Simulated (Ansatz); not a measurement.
## Electronic structure of CH2OTe in real space

Input file:

```
crystal:
  periodic: [false, false, false]
  atoms:
    - {symbol: C, position_ang: [-2.841857, -0.220028, 2.453621]}
    - {symbol: O, position_ang: [-3.164086, 0.135420, 1.209559]}
    - {symbol: Te, position_ang: [-2.003134, 0.992754, 3.763559]}
    - {symbol: H, position_ang: [-3.563457, -0.613839, 0.740720]}
    - {symbol: H, position_ang: [-3.079456, -1.255344, 2.706407]}
basis:
  gaussian: {orbitals: def2-TZVPD}
hamiltonian: {xc: {name: PBE0}}
output: {forces: true, orbitals: {seedname: orbitals}}
```

Launched as:

```sh
ansatz run input.yaml --threads 2 --pin off --max-ram 4350MiB --events-out events.jsonl --progress --plain --runs-dir runs
```

Geometry: r2SCAN-D4/def2-TZVP; core potentials replace the inner electrons of Te.

All numbers below come from Ansatz, isolated molecule in a Gaussian basis; Kohn-Sham density functional theory, functional PBE0.

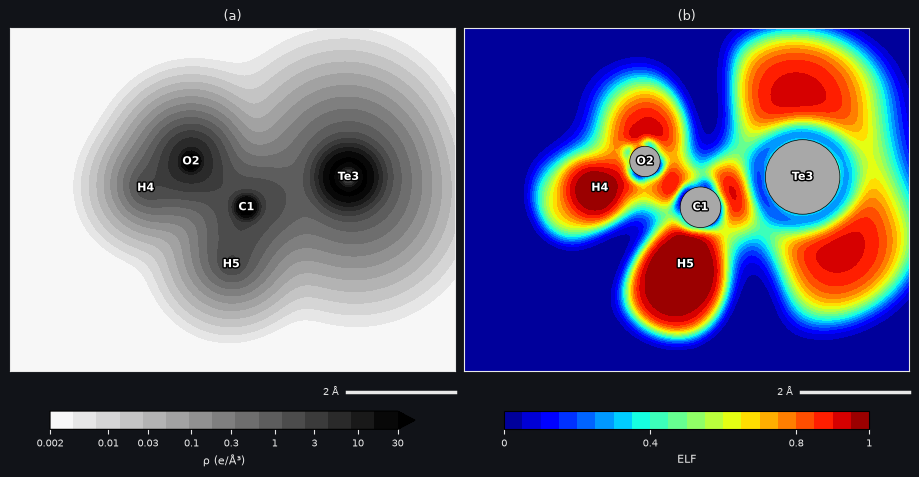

Figure 1. (a) electron density; (b) electron localisation function on the molecular plane. Grey discs cover the atomic cores in the ELF map.

> What does the map show?

- The plane passes through C, O, Te and H nuclei.
- C–O (1.33 Å): the density is about 2.5 e/Å³ at the midpoint; the ELF peaks at about 0.85 between the atoms, as expected for a polar covalent bond.
- C–Te (1.97 Å): ρ is about 0.99 e/Å³ halfway; the ELF peaks at about 0.90 between the atoms; a covalent bond.
- O–H (0.97 Å): ρ is about 3.8 e/Å³ halfway; the ELF climbs to about 1 towards the hydrogen, as it does in any bond to H (an ordinary covalent bond to hydrogen).
- C–H (1.09 Å): ρ at the midpoint is about 2.1 e/Å³; the ELF climbs to about 1 towards the hydrogen: an ordinary covalent bond to hydrogen.
- The ELF also peaks beside Te3 and O2, away from the bonds: lone-pair regions.

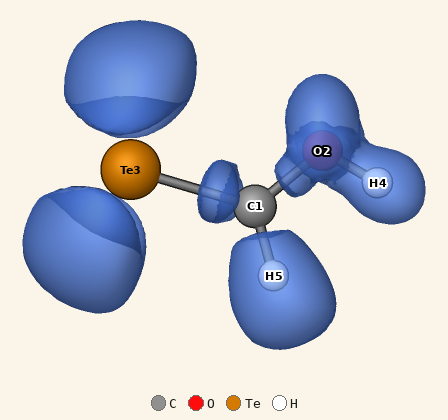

Figure 2. Isosurface of the electron localisation function at 0.75 (blue), seen across its widest extent. Only the valence region is drawn (cores and ρ < 0.01 e/Å³ removed).

> Describe the localisation domains.

The surface consists of one region between bonded C–Te atoms (shared pairs), one region around a hydrogen nucleus, two lobes on Te, pointing away from the bonds (lone pairs) and one joined region spread over several atoms (H, O), in which their bonds and any lone pairs are merged.

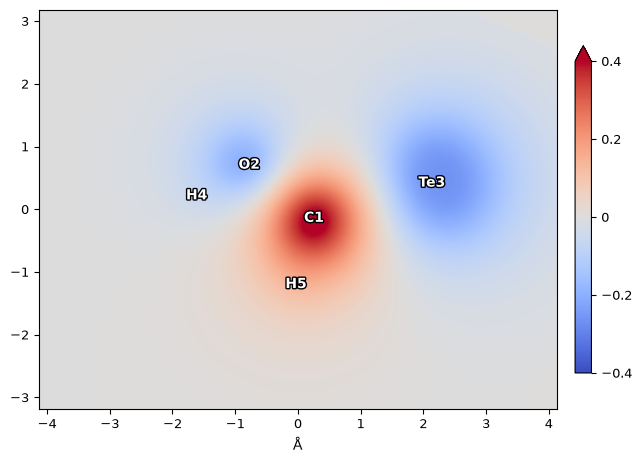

Figure 3. The LUMO on a plane 0.8 Å above the molecular plane (values in Å⁻³ᐟ²; the overall sign is arbitrary).

> What is the character of this orbital?

It lies mainly on Te3 (about 40 %), C1 (about 40 %) and O2 (about 15 %); it changes sign across the molecular plane (π type); π-antibonding (a node) across C1–O2 and C1–Te3. Its energy is −2.28 eV.

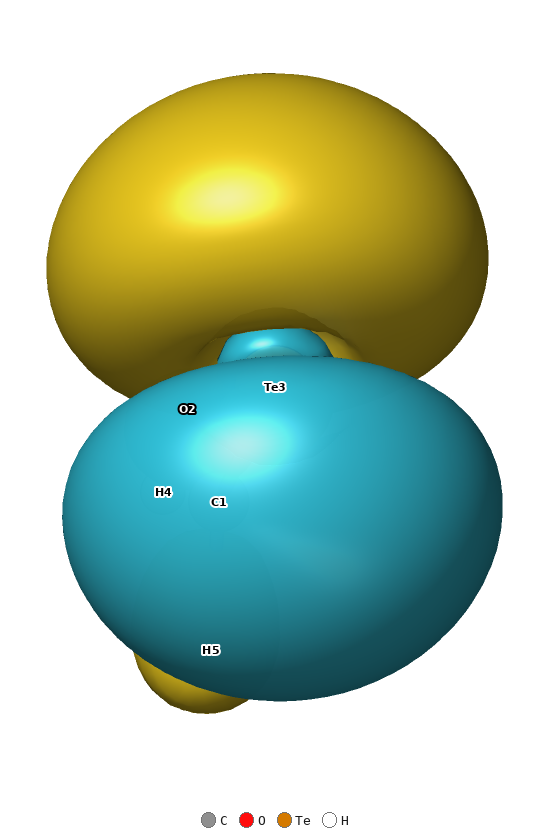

Figure 4. One frontier orbital at ±0.08 Å⁻³ᐟ² (yellow and cyan are the two phases), seen at an oblique angle.

> Which orbital is it: HOMO or LUMO?

The HOMO, at −5.90 eV. By Hirshfeld shares it lies mainly on Te3 (about 90 %); it is symmetric in the molecular plane (an in-plane orbital: σ, lone-pair or in-plane π type).
